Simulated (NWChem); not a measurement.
# [SnH3]− (SMILES [H][Sn-]([H])[H]), run twice

Wanted: energy and one-electron properties of [SnH3]−, dlDF/aug-cc-pVDZ/aug-cc-pVDZ-PP (core potential).

The results are computed with NWChem 7.3.0.

9 further runs of the same task are left out: 1 for a known fault of the program, 1 that didn't finish, 7 set aside as unsound or not needed.

## Step 1: The molecule

[SnH3]−: 4 atoms, total charge -1, spin state singlet. SMILES: `[H][Sn-]([H])[H]`. The shape comes from GFN2-xTB, which is rough for such elements, and wasn't checked as a minimum.

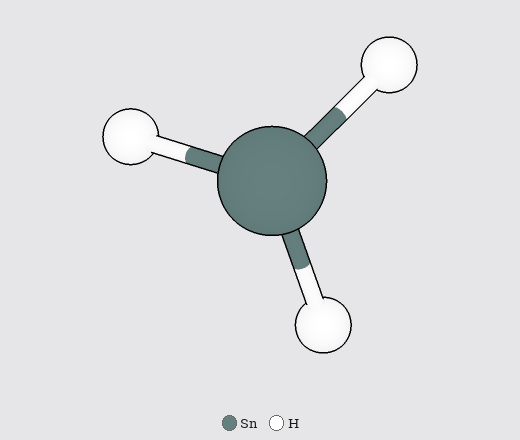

Viewed from a chosen angle; tin teal, hydrogen white.

## Step 2: The input as first written

The input, geom.nw:

```
start geom
title "H3Sn"
memory total 2200 mb
charge -1

geometry units angstrom noautosym nocenter noautoz
Sn    -0.006380     0.005730     0.791670
H      1.637790    -0.033600    -0.251650
H     -0.786860     1.432510    -0.280410
H     -0.844540    -1.404640    -0.259610
end

basis spherical bse
Sn library aug-cc-pVDZ-PP
H library aug-cc-pVDZ
end

ecp bse
Sn library aug-cc-pVDZ-PP
end

dft
xc dldf
mult 1
disp vdw 4
grid medium
iterations 50
mulliken
print low
end

property
octupole
efieldgrad
dipole
mulliken
end

task dft property
```

The run is started by

```sh
$ nwchem geom.nw > geom.out
```

The log of the run:

```text
Northwest Computational Chemistry Package (NWChem) 7.3.0
             --------------------------------------------------------

           Job information
           ---------------

    nwchem branch   = 7.3.0
    use scalapack   = T
    input           = geom.nw
    prefix          = geom.
    data base       = ./geom.db
    status          = startup
    nproc           =        1

           Memory information
           ------------------

    heap     =     72089594 doubles =      550.0 Mbytes
    stack    =     72089599 doubles =      550.0 Mbytes
    global   =    144179200 doubles =     1100.0 Mbytes (distinct from heap & stack)
    total    =    288358393 doubles =     2200.0 Mbytes
    verify   = yes
    hardfail = no

           Directory information
           ---------------------

  0 permanent = .
  0 scratch   = .

                                NWChem Input Module
                                -------------------

                                       H3Sn
                                       ----

 Scaling coordinates for geometry "geometry" by  1.889725989
 (inverse scale =  0.529177249)

                             Geometry "geometry" -> ""
                             -------------------------

 Output coordinates in angstroms (scale by  1.889725989 to convert to a.u.)

  No.       Tag          Charge          X              Y              Z
 ---- ---------------- ---------- -------------- -------------- --------------
    1 Sn                  50.0000    -0.00638000     0.00573000     0.79167000
    2 H                    1.0000     1.63779000    -0.03360000    -0.25165000
    3 H                    1.0000    -0.78686000     1.43251000    -0.28041000
    4 H                    1.0000    -0.84454000    -1.40464000    -0.25961000

      Atomic Mass
      -----------

      Sn               117.901800
      H                  1.007825

 Effective nuclear repulsion energy (a.u.)      41.3070355916

            Nuclear Dipole moment (a.u.)
            ----------------------------
        X                 Y               Z
 ---------------- ---------------- ----------------
    -0.5907472413     0.5305783658    73.3059292956

            XYZ format geometry
            -------------------
     4
 geometry
 Sn                   -0.00638000     0.00573000     0.79167000
 H                     1.63779000    -0.03360000    -0.25165000
 H                    -0.78686000     1.43251000    -0.28041000
 H                    -0.84454000    -1.40464000    -0.25961000

                      Basis "ao basis" -> "" (spherical)
                      -----
  [basis functions not shown]

 Summary of "ao basis" -> "" (spherical)
 ------------------------------------------------------------------------------
       Tag                 Description            Shells   Functions and Types
 ---------------- ------------------------------  ------  ---------------------
 Sn                      aug-cc-pVDZ-PP             12       32   5s4p3d
 H                        aug-cc-pVDZ                5        9   3s2p

 **** WARNING Zero Coefficient **** on atom "              Sn"
 angular momentum value:-1  standard basis set name: "aug-cc-pVDZ-PP"
 input line that generated warning:
  1958: 2       1.0000000              0.0000000

 Local ECP potential is zero and ignored

                 ECP       "ecp basis" -> "" (cartesian)
                -----
  [basis functions not shown]

                              NWChem Property Module
                              ----------------------

                                       H3Sn

  itol2e modified to match energy
  convergence criterion.

                                 NWChem DFT Module
                                 -----------------

                                       H3Sn

  Caching 1-el integrals
 ------------------------------------------------------------------------
  vdw 4: scaling factors not available                   0
 ------------------------------------------------------------------------
 ------------------------------------------------------------------------
  current input line :
    39: task dft property
 ------------------------------------------------------------------------
 ------------------------------------------------------------------------
 This error has not yet been assigned to a category
 ------------------------------------------------------------------------

0: vdw 4: scaling factors not available:Received an Error in Communication
  Errorcode: -1
```

It took 0.61 s on 1 thread of AMD EPYC 7B13 (Zen 3), shared host; peak memory 0.092 GiB.

## Step 3: What went wrong

The program broke off before the end.

The telling line is `vdw 4: scaling factors not available                   0`. The fault: no dispersion parameters. To mend it: dispersion none in place of D3(BJ).

## Step 4: Try two

The input, geom.nw:

```
start geom
title "H3Sn properties"
memory total 2200 mb
charge -1

geometry units angstroms noautosym nocenter noautoz
Sn      -0.006380       0.005730       0.791670
H        1.637790      -0.033600      -0.251650
H       -0.786860       1.432510      -0.280410
H       -0.844540      -1.404640      -0.259610
end

basis spherical bse
Sn library aug-cc-pVDZ-PP
H library aug-cc-pVDZ
end

ecp bse
Sn library aug-cc-pVDZ-PP
end

dft
xc dldf
grid medium
iterations 100
mulliken
print medium
end

property
octupole
efieldgrad
dipole
mulliken
moldenfile
molden_norm janpa
end

task dft property
```

The run is started by

```sh
$ nwchem geom.nw > geom.out
```

The log of the run:

```text
[...]
 **** WARNING Zero Coefficient **** on atom "              Sn"
 angular momentum value:-1  standard basis set name: "aug-cc-pVDZ-PP"
 input line that generated warning:
  1958: 2       1.0000000              0.0000000
[...]
          Wavefunction type:  closed shell.
          No. of atoms     :     4
          No. of electrons :    26
[...]
          Charge           :    -1
          Spin multiplicity:     1
[...]
          AO basis - number of functions:    59
[...]
              XC Information
              --------------
                         dlDF Method XC Functional
                     Hartree-Fock (Exact) Exchange  0.614
                          dlDF Exchange Functional  0.386
                        dlDF Correlation Potential  1.000
[...]
 d= 0,ls=0.0,diis     1   -216.6017189484 -2.35D+02  4.97D-02  1.63D+00     1.2
[...]
 d= 0,ls=0.0,diis     8   -216.8222809957 -4.74D-09  4.12D-06  5.64D-10     6.6
         Total DFT energy =     -216.822280995727
      One electron energy =     -420.304472686792
           Coulomb energy =      205.011854954252
    Exchange-Corr. energy =      -20.018264269012
 Nuclear repulsion energy =       18.488601005826
[...]
      Total Density - Mulliken Population Analysis
     ---------------------------------------------
    Atom       Charge   Shell Charges
 -----------   ------   -------------------------------------------------------
    1 Sn  22    22.34   0.01  1.99  1.02  0.69  0.14  6.01  1.10  1.22  0.01  9.81  0.30  0.06
    2 H    1     1.22   0.71  0.43  0.08  0.01 -0.01
    3 H    1     1.22   0.71  0.43  0.08  0.01 -0.01
    4 H    1     1.22   0.71  0.43  0.08  0.01 -0.01
[...]
   Dipole moment        2.5102027686 Debye(s)
             DMX       -0.0192968904 DMXEFC        0.0000000000
             DMY        0.0196567167 DMYEFC        0.0000000000
             DMZ        2.5100516296 DMZEFC        0.0000000000
   -EFC- dipole         0.0000000000 DEBYE(S)
   Total dipole         2.5102027686 DEBYE(S)
[...]
```

Run time: 7.5 s. Hardware: 1 thread of AMD EPYC 7B13 (Zen 3), shared host; peak memory 0.12 GiB.

Atomic charges (e):

```
atom  Löwdin
 Sn1  -0.020
  H2  -0.330
  H3  -0.330
  H4  -0.330
```

## Step 5: Outcome

At dlDF/aug-cc-pVDZ/aug-cc-pVDZ-PP (core potential):

| quantity | value |
| --- | --- |
| total energy | -216.82228 Eh |
| HOMO energy | -2.14 eV |
| LUMO energy | 3.14 eV |
| HOMO–LUMO gap (to an unbound level, set by the basis) | 5.28 eV |
